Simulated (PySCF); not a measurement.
**OsOI₂: relaxation and vibrations of the triplet**

Aim: relax OsOI₂ as a triplet from a PBE0 minimum start, check by its vibrations whether the end is a minimum, and collect its spectrum and constants.

Method: PBE0, basis Os def2-SVP with ECP60, O def2-SVP, I def2-SVP with ECP28, scalar-relativistic core potentials, no spin–orbit coupling, density fitting; program: PySCF 2.14.0.

## 1. The starting structure

4 atoms, charge 0, spin multiplicity 3.

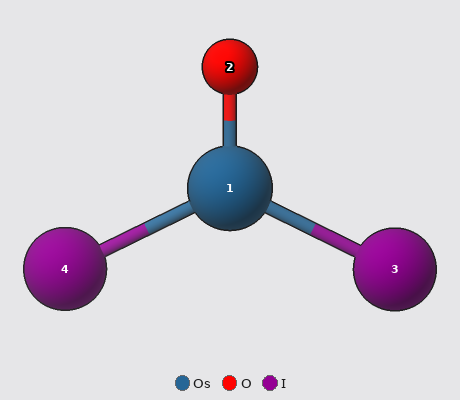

As it starts; osmium blue, oxygen red, iodine purple; atoms are numbered from 1 in the order of the file.

Z-matrix (Å, degrees; charge 0 multiplicity 3):
```
Os
O  1 1.6802
I  1 2.5366 2 116.22
I  1 2.5366 2 116.22 3 180.00
```

## 2. First SCF at the start

One driver script runs all steps and calls PySCF; scf.py shows how it sets up the SCF of each step. The optimiser is the driver's own. After this first run the driver tries any further starts and a stability analysis.

File scf.py:

```python
from pyscf import gto, scf, dft
mol = gto.M(atom='''
Os    -0.000000     0.000000     0.557860
O      0.000000     0.000000     2.238010
I     -2.275510     0.000000    -0.562960
I      2.275510     0.000000    -0.562960''',
    basis={'Os': 'def2-SVP', 'O': 'def2-SVP', 'I': 'def2-SVP'},
    ecp={'Os': 'def2-SVP', 'I': 'def2-SVP'},
    charge=0, spin=2)
mf = dft.UKS(mol, xc='PBE0')
mf.grids.atom_grid = (50, 194)
aux = {'Os': 'def2-universal-JKFIT', 'O': 'def2-universal-JKFIT', 'I': 'def2-universal-JKFIT'}
mf = mf.density_fit(auxbasis=aux)
mf.conv_tol = 1e-08
mf.diis_space = 10
mf.max_cycle = 60
mf.init_guess = 'huckel'
mf.verbose = 4
mf.kernel()
```

The run is started by

```bash
$ OMP_NUM_THREADS=4 python axn.py task.json out
```

Standard output:

```text
init E= -759.634272805322
[... the frontier-level lines of each cycle are left out ...]
cycle= 1 E= -750.794566614242  delta_E= 8.84  |g|= 3.85  |ddm|= 6.28
cycle= 2 E= -727.900083759747  delta_E= 22.9  |g|= 7.51  |ddm|= 11.7
cycle= 3 E= -752.821261938971  delta_E= -24.9  |g|= 3.29  |ddm|= 9.78
cycle= 4 E= -756.351941706077  delta_E= -3.53  |g|= 2.62  |ddm|= 7.44
cycle= 5 E= -760.006295634616  delta_E= -3.65  |g|= 1.46  |ddm|=  3.9
cycle= 6 E= -761.079218548761  delta_E= -1.07  |g|= 0.522  |ddm|= 2.64
cycle= 7 E= -761.218757788068  delta_E= -0.14  |g|= 0.156  |ddm|= 0.532
cycle= 8 E= -761.223684441854  delta_E= -0.00493  |g|= 0.129  |ddm|= 0.153
cycle= 9 E= -761.22892539953  delta_E= -0.00524  |g|= 0.0623  |ddm|= 0.0847
cycle= 10 E= -761.230647149896  delta_E= -0.00172  |g|= 0.0171  |ddm|= 0.0609
cycle= 11 E= -761.230762807918  delta_E= -0.000116  |g|= 0.00655  |ddm|= 0.0152
cycle= 12 E= -761.230790423778  delta_E= -2.76e-05  |g|= 0.00224  |ddm|= 0.00731
cycle= 13 E= -761.230794740134  delta_E= -4.32e-06  |g|= 0.000547  |ddm|= 0.0047
cycle= 14 E= -761.230795219854  delta_E= -4.8e-07  |g|= 0.000174  |ddm|= 0.00153
cycle= 15 E= -761.230795338132  delta_E= -1.18e-07  |g|= 8.59e-05  |ddm|= 0.000911
cycle= 16 E= -761.230795357882  delta_E= -1.98e-08  |g|= 3.16e-05  |ddm|= 0.000352
cycle= 17 E= -761.230795361819  delta_E= -3.94e-09  |g|= 9.94e-06  |ddm|= 0.000193
Extra cycle  E= -761.230795361828  delta_E= -8.64e-12  |g|= 2.04e-05  |ddm|= 4.11e-05
converged SCF energy = -761.230795361828  <S^2> = 2.0138575  2S+1 = 3.0092241
```

This step, with its further starts and checks, ran for 18 s (4 threads of Arm Neoverse V1, shared host).

Energies from each starting density:

```
                      start  energy (Eh)
    the minimal-basis guess  -761.230795
a thermally smeared density  -761.230795
      a smeared PBE density  -761.230795
```

The test of internal stability and the other starts found no lower solution of this spin.

## 3. Relaxing the triplet from the PBE0 minimum start

The program finds C2v symmetry in the start, which this walk keeps. Threshold on the gradient: 0.0003 Eh/bohr, with a further test on the energy change.

scf.py, as its differences from that of step 2:

```diff
@@ -3 +3 @@
-Os    -0.000000     0.000000     0.557860
+Os     0.000000     0.000000     0.557860
@@ -17 +16,0 @@
-mf.init_guess = 'huckel'
```

Energy and gradient, step by step:

```
step  energy (Eh)  change (kJ/mol)  largest symmetric gradient (Eh/bohr)
   0  -761.230795             0.00                               0.00014
```

The walk took 3 s.

Positions (Å) and forces (eV/Å) along the way:

```
step 0
Os   0.000   0.000   0.558   0.000   0.000   0.007
O    0.000   0.000   2.238   0.000   0.000   0.006
I   -2.276   0.000  -0.563   0.003   0.000  -0.007
I    2.276   0.000  -0.563  -0.003   0.000  -0.007
```

End point (C2v, 0 steps, 0.0 kJ/mol gained): Os–I 2.537 Å (×2), Os–O 1.680 Å; I–Os–I 127.6°, I–Os–O 116.2° (×2).

## 4. Vibrations and properties at this point

On the finer grid the gradient is checked again; gradients at displacements of ±0.02 bohr then give force constants and infrared intensities.

scf.py, as its differences from that of step 3:

```diff
@@ -3,4 +3,4 @@
-Os     0.000000     0.000000     0.557860
-O      0.000000     0.000000     2.238010
-I     -2.275510     0.000000    -0.562960
-I      2.275510     0.000000    -0.562960''',
+Os     0.000000     0.000000     0.557627
+O      0.000000     0.000000     2.237797
+I     -2.275902     0.000000    -0.562738
+I      2.275902     0.000000    -0.562738''',
@@ -11 +11 @@
-mf.grids.atom_grid = (50, 194)
+mf.grids.atom_grid = (75, 302)
@@ -14 +14 @@
-mf.conv_tol = 1e-08
+mf.conv_tol = 1e-10
```

This SCF starts from the last density.

Log of the central SCF (cycles and frontier levels):

```text
init E= -761.230787229358
[... the frontier-level lines of each cycle are left out ...]
cycle= 1 E= -761.230787229338  delta_E= 2.05e-11  |g|= 7.79e-06  |ddm|= 6.46e-06
Extra cycle  E= -761.230787229038  delta_E= 3e-10  |g|= 2.86e-05  |ddm|= 2.35e-05
converged SCF energy = -761.230787229038  <S^2> = 2.013873  2S+1 = 3.0092345
```

The whole step took 67 s.

Geometry: C2v; Os–I 2.537 Å (×2), Os–O 1.680 Å; I–Os–I 127.6°, I–Os–O 116.2° (×2).

Harmonic modes (main isotopes):

| symmetry | ω (cm⁻¹) | IR (km/mol) | μ (u) |
| --- | --- | --- | --- |
| a1 | 54 | 0.1 | 116.71 |
| b1 | 64 | 1.3 | 25.05 |
| b2 | 181 | 6.4 | 21.86 |
| a1 | 196 | 1.9 | 123.01 |
| b2 | 273 | 16.8 | 54.17 |
| a1 | 1035 | 97.7 | 17.20 |

No imaginary mode, so this is a minimum.

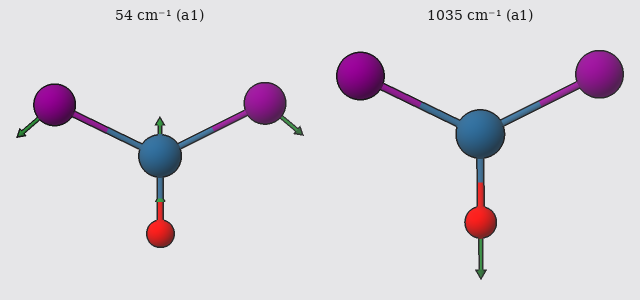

How the atoms move in 2 of the modes.

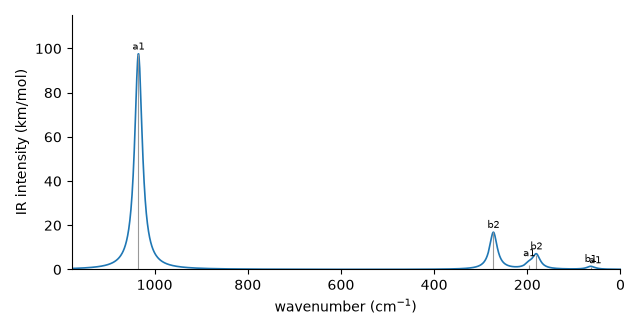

The harmonic infrared spectrum (widths in cm⁻¹). Lines are broadened to a width of 20 cm⁻¹ (Lorentzian).

Properties at this point:

```yaml
Dipole_moment: 1.62 D
Highest_occupied_level: -6.92 eV
Lowest_empty_level: -4.27 eV
Rotational_constants: 0.07657, 0.01282, 0.01098 cm⁻¹
Zero-point_energy: 10.8 kJ/mol
Principal_polarisabilities: 58.8, 82.5, 152.6 bohr³
Atomisation_energy_without_zero-point_energy: 1037 kJ/mol
Principal_traceless_quadrupole_moments_about_the_centre_of_mass: -5.51, -2.91, 8.42 D Å
Entropy_at_298.15_K_and_1_bar_electronic_part_spin_only: 383.4 J/(mol K)
Heat_capacity_Cp_at_298.15_K: 73.9 J/(mol K)
Enthalpy_at_298.15_K_above_0_K: 18.52 kJ/mol
Rotational_symmetry_number: 2
Spin_squared_⟨S²⟩: 2.014
```

Charges (e) and bond orders:

```tsv
atom	Mulliken	Löwdin	polar tensor	spin (Mulliken)	Mayer order to Os1
Os1	0.41	-0.44	1.00	1.53	–
O2	-0.26	-0.03	-0.45	0.26	2.00
I3,4	-0.08	0.23	-0.28	0.10	1.26
```

Mulliken populations on Os1 (outside its core potential): s 2.79, p 6.35, d 6.38, f 0.07.

## 5. What came out

| quantity | value |
| --- | --- |
| minimum | triplet, C2v |
| geometry | Os–I 2.537 Å (×2), Os–O 1.680 Å; I–Os–I 127.6°, I–Os–O 116.2° (×2) |
| wavenumbers (cm⁻¹) | 54 (a1), 64 (b1), 181 (b2), 196 (a1), 273 (b2), 1035 (a1) |
| dipole moment | 1.62 D |
| highest occupied, lowest empty level (either spin) | -6.92, -4.27 eV |
| polar-tensor charge of Os1 | +1.00 e |
| zero-point energy | 10.8 kJ/mol |
| entropy at 298.15 K | 383.4 J/(mol K) |
| atomisation energy (no zero-point energy) | 1037 kJ/mol |
| ⟨S²⟩ | 2.014 |

In words: The molecule stays C2v, as typed, and the end point is a minimum. The strongest infrared band lies at 1035 cm⁻¹ (a1, stretch). Most of the spin sits on Os1 (Mulliken spin 1.53, against 2 for the whole molecule). Only this shape and spin were tried, so other structures or states may lie lower. Open d and f shells are described by one determinant, and the ground state may have another occupation or spin. With an element this heavy the missing spin–orbit coupling can shift these numbers.

The search up to here took 87 s.
